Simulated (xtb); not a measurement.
## Geometry relaxation, with input and output: SnH$_{2}$BrCl (part 1 of 3)

The run: geometry relaxation of SnH$_{2}$BrCl. Method and program: GFN2-xTB (xtb 6.7.1 later snapshot).

The geometry comes from this level: PBE0-D4/def2-TZVP.

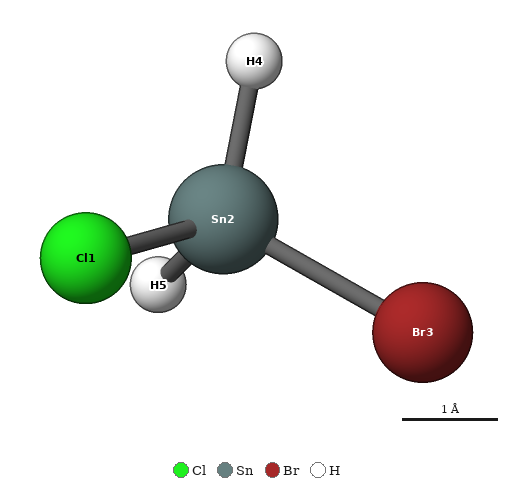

Fig. 1: The input geometry (ball-and-stick view, seen at a tilt; atoms are numbered from 1 in the order of the input). Sticks mark near contacts. Bond lengths as drawn: Br–Sn 2.46 Å, Cl–Sn 2.32 Å and H–Sn 1.70 Å.

Key numbers:

- outcome: converged
- electrons treated: 20
- total energy: −11.824772 hartree
- dispersion energy: −0.003628 hartree
- basis functions: 32
- HOMO: −11.72 eV
- LUMO: −8.09 eV
- dipole moment: 4.27 D
- hardware: 1 thread of Arm Neoverse V2, 24 GiB of memory available, shared host
- peak memory: 0.073 GiB

Input file (geom.xyz):
```
5

Cl    -2.00290     0.51830    -0.75000
Sn     0.07500     0.07840     0.18010
Br     1.21400    -1.51140    -1.31980
H     -0.18680    -0.69000     1.66930
H      0.95060     1.53100     0.17890
```

File xcontrol:
```
$chrg 0
$spin 0
$end
```

Launch command:
```bash
xtb geom.xyz --gfn2 -o vtight --input xcontrol | tee geom.out
```

The program's output:
```
* xtb version 6.7.1
   ID    Z sym.   atoms
    1   17 Cl     1
    2   50 Sn     2
    3   35 Br     3
    4    1 H      4, 5

           -------------------------------------------------
          |                Calculation Setup                |
           -------------------------------------------------

          program call               : xtb geom.xyz --gfn2 -o vtight --input xcontrol
          coordinate file            : geom.xyz
          omp threads                :                     1

           -------------------------------------------------
          |                 G F N 2 - x T B                 |
           -------------------------------------------------

      * Hamiltonian:
        H0-scaling (s, p, d)           1.850000    2.230000    2.230000
        zeta-weighting                 0.500000
      * Dispersion:
        s8                             2.700000
        a1                             0.520000
        a2                             5.000000
        s9                             5.000000
      * Repulsion:
        kExp                           1.500000    1.000000
        rExp                           1.000000
      * Coulomb:
        alpha                          2.000000
        third order                    shell-resolved
        anisotropic                    true
        a3                             3.000000
        a5                             4.000000
        cn-shift                       1.200000
        cn-exp                         4.000000
        max-rad                        5.000000

          ...................................................
          :                      SETUP                      :
          :.................................................:
          :  # basis functions                  32          :
          :  # atomic orbitals                  29          :
          :  # shells                           11          :
          :  # electrons                        20          :
          :  max. iterations                   250          :
          :  Hamiltonian                  GFN2-xTB          :
          :  restarted?                      false          :
          :  GBSA solvation                  false          :
          :  PC potential                    false          :
          :  electronic temp.          300.0000000     K    :
          :  accuracy                    1.0000000          :
          :  -> integral cutoff          0.2500000E+02      :
          :  -> integral neglect         0.1000000E-07      :
          :  -> SCF convergence          0.1000000E-05 Eh   :
          :  -> wf. convergence          0.1000000E-03 e    :
          :  Broyden damping             0.4000000          :
          :  net charge                          0          :
          :  unpaired electrons                  0          :
          ...................................................

 iter      E             dE          RMSdq      gap      omega  full diag
   1    -11.3460152 -0.113460E+02  0.142E+01    3.29       0.0  T
   2    -11.1401464  0.205869E+00  0.234E+01    4.58       1.0  T
   3    -11.7622780 -0.622132E+00  0.960E+00    4.32       1.0  T
   4    -11.8267572 -0.644793E-01  0.278E+00    3.78       1.0  T
   5    -11.8209628  0.579439E-02  0.381E+00    3.48       1.0  T
   6    -11.8335310 -0.125681E-01  0.991E-01    3.69       1.0  T
   7    -11.8338857 -0.354731E-03  0.695E-01    3.70       1.0  T
   8    -11.8338114  0.743315E-04  0.607E-01    3.74       1.0  T
   9    -11.8341858 -0.374445E-03  0.319E-01    3.71       1.0  T
  10    -11.8342501 -0.642904E-04  0.179E-01    3.68       1.0  T
  11    -11.8342874 -0.373338E-04  0.615E-02    3.69       1.0  T
  12    -11.8342910 -0.361957E-05  0.189E-02    3.70       2.4  T
  13    -11.8342911 -0.387482E-07  0.230E-02    3.70       1.9  T
  14    -11.8342916 -0.540833E-06  0.304E-03    3.70      14.7  T
  15    -11.8342916 -0.237125E-07  0.168E-03    3.70      26.6  T
  16    -11.8342916 -0.108445E-08  0.804E-04    3.70      55.6  T
  17    -11.8342916  0.508289E-09  0.985E-04    3.70      45.4  T

   *** convergence criteria satisfied after 17 iterations ***

         #    Occupation            Energy/Eh            Energy/eV
      -------------------------------------------------------------
         1        2.0000           -1.0666475             -29.0250
       ...           ...                  ...                  ...
         4        2.0000           -0.4896523             -13.3241
         5        2.0000           -0.4773601             -12.9896
         6        2.0000           -0.4740806             -12.9004
         7        2.0000           -0.4484667             -12.2034
         8        2.0000           -0.4473588             -12.1733
         9        2.0000           -0.4345039             -11.8235
        10        2.0000           -0.4322261             -11.7615 (HOMO)
        11                         -0.2962485              -8.0613 (LUMO)
        12                         -0.1870877              -5.0909
        13                         -0.1609133              -4.3787
        14                         -0.1388528              -3.7784
        15                         -0.0746203              -2.0305
       ...                                ...                  ...
        29                          0.9092188              24.7411
      -------------------------------------------------------------
                  HL-Gap            0.1359775 Eh            3.7001 eV
             Fermi-level           -0.3642373 Eh           -9.9114 eV

 SCC (total)                   0 d,  0 h,  0 min,  0.004 sec
 SCC setup                      ...        0 min,  0.000 sec (  1.332%)
 Dispersion                     ...        0 min,  0.000 sec (  0.454%)
 classical contributions        ...        0 min,  0.000 sec (  0.088%)
 integral evaluation            ...        0 min,  0.000 sec ( 12.430%)
 iterations                     ...        0 min,  0.003 sec ( 66.682%)
 molecular gradient             ...        0 min,  0.001 sec ( 17.869%)
 printout                       ...        0 min,  0.000 sec (  0.927%)

         :::::::::::::::::::::::::::::::::::::::::::::::::::::
         ::                     SUMMARY                     ::
         :::::::::::::::::::::::::::::::::::::::::::::::::::::
         :: total energy             -11.823982763873 Eh    ::
         :: gradient norm              0.012742950472 Eh/a0 ::
         :: HOMO-LUMO gap              3.700137156485 eV    ::
         ::.................................................::
         :: SCC energy               -11.834290154770 Eh    ::
         :: -> isotropic ES            0.002212192979 Eh    ::
         :: -> anisotropic ES         -0.000005284347 Eh    ::
         :: -> anisotropic XC         -0.006127910329 Eh    ::
         :: -> dispersion             -0.003595612878 Eh    ::
         :: repulsion energy           0.010307390897 Eh    ::
         :: add. restraining           0.000000000000 Eh    ::
         :: total charge               0.000000000000 e     ::
         :::::::::::::::::::::::::::::::::::::::::::::::::::::

      -----------------------------------------------------------
     |                   =====================                   |
     |                        A N C O P T                        |
     |                   =====================                   |
     |               Approximate Normal Coordinate               |
     |                Rational Function Optimizer                |
      -----------------------------------------------------------

          ...................................................
          :                      SETUP                      :
          :.................................................:
          :   optimization level         verytight          :
          :   max. optcycles                   200          :
          :   ANC micro-cycles                  20          :
          :   degrees of freedom                 9          :
          :.................................................:
          :   RF solver                   davidson          :
          :   write xtbopt.log                true          :
          :   linear?                        false          :
          :   energy convergence         0.1000000E-06 Eh   :
          :   grad. convergence          0.2000000E-03 Eh/α :
          :   maximum RF displ.          1.0000000          :
          :   Hlow (freq-cutoff)         0.1000000E-01      :
          :   Hmax (freq-cutoff)         5.0000000          :
          :   S6 in model hess.         20.0000000          :
          ...................................................

generating ANC from exact Hessian ...
Using Lindh-Hessian (1995)
 Shifting diagonal of input Hessian by    9.2354373754674635E-003
 Lowest  eigenvalues of input Hessian
    0.000000    0.000000    0.000000    0.000000    0.000000    0.000000
    0.010000    0.010125    0.010566    0.010681    0.011747    0.050701
    0.099821    0.160150    0.224759
 Highest eigenvalues
    0.010681    0.011747    0.050701    0.099821    0.160150    0.224759

........................................................................
.............................. CYCLE    1 ..............................
........................................................................

 iter      E             dE          RMSdq      gap      omega  full diag
   1    -11.8342916 -0.118343E+02  0.246E-04    3.70       0.0  T
   2    -11.8342916  0.362910E-10  0.211E-04    3.70     212.1  T
   3    -11.8342916 -0.733777E-10  0.956E-05    3.70     468.0  T
     SCC iter.                  ...        0 min,  0.001 sec
     gradient                   ...        0 min,  0.001 sec
 * total energy  :   -11.8239828 Eh     change       -0.7961809E-09 Eh
   gradient norm :     0.0127447 Eh/α   predicted     0.0000000E+00 (-100.00%)
   displ. norm   :     0.3650388 α      lambda       -0.2804250E-02
   maximum displ.:     0.2713628 α      in ANC's #5, #4, #7, ...

........................................................................
.............................. CYCLE    2 ..............................
........................................................................

 iter      E             dE          RMSdq      gap      omega  full diag
   1    -11.8319158 -0.118319E+02  0.375E+00    3.61       0.0  T
   2    -11.8331582 -0.124244E-02  0.154E+00    3.55       1.0  T
   3    -11.8318450  0.131323E-02  0.124E+00    3.49       1.0  T
   4    -11.8334501 -0.160507E-02  0.535E-01    3.54       1.0  T
   5    -11.8335374 -0.873614E-04  0.115E-01    3.53       1.0  T
   6    -11.8335450 -0.761700E-05  0.435E-02    3.52       1.0  T
   7    -11.8335456 -0.507003E-06  0.178E-02    3.53       2.5  T
   8    -11.8335458 -0.245500E-06  0.902E-03    3.53       5.0  T
   9    -11.8335459 -0.951738E-07  0.488E-03    3.53       9.2  T
  10    -11.8335459 -0.562729E-08  0.561E-03    3.53       8.0  T
  11    -11.8335459 -0.256852E-07  0.878E-04    3.52      51.0  T
  12    -11.8335459 -0.384292E-09  0.549E-04    3.52      81.4  T
     SCC iter.                  ...        0 min,  0.002 sec
     gradient                   ...        0 min,  0.001 sec
 * total energy  :   -11.8239266 Eh     change        0.5616455E-04 Eh
   gradient norm :     0.0172142 Eh/α   predicted    -0.1588962E-02 (*******%)
   displ. norm   :     0.1644021 α      lambda       -0.1815777E-02
   maximum displ.:     0.0945443 α      in ANC's #5, #4, #2, ...

........................................................................
.............................. CYCLE    3 ..............................
........................................................................

 iter      E             dE          RMSdq      gap      omega  full diag
   1    -11.8342461 -0.118342E+02  0.203E+00    3.58       0.0  T
   2    -11.8346195 -0.373404E-03  0.689E-01    3.65       1.0  T
   3    -11.8345682  0.513691E-04  0.367E-01    3.67       1.0  T
   4    -11.8345938 -0.256186E-04  0.260E-01    3.65       1.0  T
   5    -11.8346468 -0.530487E-04  0.656E-02    3.66       1.0  T
   6    -11.8346484 -0.160780E-05  0.370E-02    3.66       1.2  T
   7    -11.8346494 -0.979237E-06  0.163E-02    3.66       2.7  T
   8    -11.8346497 -0.302460E-06  0.105E-02    3.66       4.2  T
   9    -11.8346498 -0.107955E-06  0.370E-03    3.66      12.1  T
  10    -11.8346498 -0.967637E-08  0.233E-03    3.66      19.2  T
  11    -11.8346498 -0.264797E-08  0.669E-04    3.66      66.8  T
  12    -11.8346498 -0.161000E-09  0.496E-04    3.66      90.2  T
     SCC iter.                  ...        0 min,  0.002 sec
     gradient                   ...        0 min,  0.001 sec
 * total energy  :   -11.8247401 Eh     change       -0.8135363E-03 Eh
   gradient norm :     0.0034614 Eh/α   predicted    -0.9324266E-03 (  14.61%)
   displ. norm   :     0.0720889 α      lambda       -0.1445079E-03
   maximum displ.:     0.0585978 α      in ANC's #5, #6, #7, ...

........................................................................
.............................. CYCLE    4 ..............................
........................................................................

 iter      E             dE          RMSdq      gap      omega  full diag
   1    -11.8341347 -0.118341E+02  0.475E-01    3.63       0.0  T
   2    -11.8341545 -0.198489E-04  0.294E-01    3.57       1.0  T
   3    -11.8341939 -0.393446E-04  0.228E-01    3.58       1.0  T
   4    -11.8342235 -0.296371E-04  0.104E-01    3.57       1.0  T
   5    -11.8342275 -0.398254E-05  0.476E-02    3.57       1.0  T
   6    -11.8342291 -0.161640E-05  0.298E-02    3.57       1.5  T
   7    -11.8342299 -0.832014E-06  0.124E-02    3.57       3.6  T
   8    -11.8342300 -0.636255E-07  0.746E-03    3.57       6.0  T
   9    -11.8342300 -0.429428E-07  0.240E-03    3.57      18.7  T
  10    -11.8342301 -0.548370E-08  0.125E-03    3.57      35.8  T
  11    -11.8342301 -0.186217E-08  0.240E-04    3.57     186.7  T
  12    -11.8342301 -0.232152E-10  0.148E-04    3.57     302.4  T
     SCC iter.                  ...        0 min,  0.001 sec
     gradient                   ...        0 min,  0.001 sec
 * total energy  :   -11.8246868 Eh     change        0.5334716E-04 Eh
   gradient norm :     0.0055062 Eh/α   predicted    -0.7263082E-04 (-236.15%)
   displ. norm   :     0.0435739 α      lambda       -0.1717649E-03
   maximum displ.:     0.0331402 α      in ANC's #5, #6, #2, ...

........................................................................
.............................. CYCLE    5 ..............................
........................................................................

 iter      E             dE          RMSdq      gap      omega  full diag
   1    -11.8345370 -0.118345E+02  0.336E-01    3.60       0.0  T
   2    -11.8345467 -0.974640E-05  0.206E-01    3.65       1.0  T
   3    -11.8345679 -0.211170E-04  0.151E-01    3.64       1.0  T
   4    -11.8345837 -0.158719E-04  0.624E-02    3.65       1.0  T
   5    -11.8345865 -0.281528E-05  0.305E-02    3.65       1.5  T
   6    -11.8345867 -0.170319E-06  0.256E-02    3.65       1.7  T
   7    -11.8345873 -0.558538E-06  0.415E-03    3.65      10.8  T
   8    -11.8345873 -0.835695E-08  0.341E-03    3.65      13.1  T
   9    -11.8345873 -0.976016E-08  0.180E-03    3.65      24.8  T
  10    -11.8345873 -0.415279E-08  0.855E-04    3.65      52.3  T
  11    -11.8345873 -0.761203E-09  0.153E-04    3.65     292.6  T
     SCC iter.                  ...        0 min,  0.001 sec
     gradient                   ...        0 min,  0.001 sec
 * total energy  :   -11.8247684 Eh     change       -0.8163793E-04 Eh
   gradient norm :     0.0008852 Eh/α   predicted    -0.8604702E-04 (   5.40%)
   displ. norm   :     0.0383651 α      lambda       -0.1286476E-04
   maximum displ.:     0.0323789 α      in ANC's #4, #5, #7, ...

........................................................................
.............................. CYCLE    6 ..............................
........................................................................

 iter      E             dE          RMSdq      gap      omega  full diag
   1    -11.8343934 -0.118344E+02  0.216E-01    3.61       0.0  T
   2    -11.8343940 -0.643285E-06  0.131E-01    3.60       1.0  T
   3    -11.8343945 -0.458662E-06  0.177E-02    3.60       2.5  T
   4    -11.8343946 -0.126834E-06  0.103E-02    3.60       4.4  T
   5    -11.8343947 -0.844138E-07  0.923E-03    3.60       4.8  T
   6    -11.8343948 -0.485897E-07  0.730E-03    3.60       6.1  T
   7    -11.8343949 -0.109672E-06  0.510E-03    3.60       8.8  T
   8    -11.8343949 -0.903202E-08  0.296E-03    3.60      15.1  T
   9    -11.8343949 -0.477952E-08  0.946E-04    3.60      47.3  T
  10    -11.8343949 -0.352916E-09  0.604E-04    3.60      74.1  T
     SCC iter.                  ...        0 min,  0.001 sec
     gradient                   ...        0 min,  0.001 sec
 * total energy  :   -11.8247600 Eh     change        0.8469548E-05 Eh
   gradient norm :     0.0015388 Eh/α   predicted    -0.6436526E-05 (-176.00%)
   displ. norm   :     0.0260202 α      lambda       -0.1578004E-04
   maximum displ.:     0.0218223 α      in ANC's #4, #5, #7, ...
```
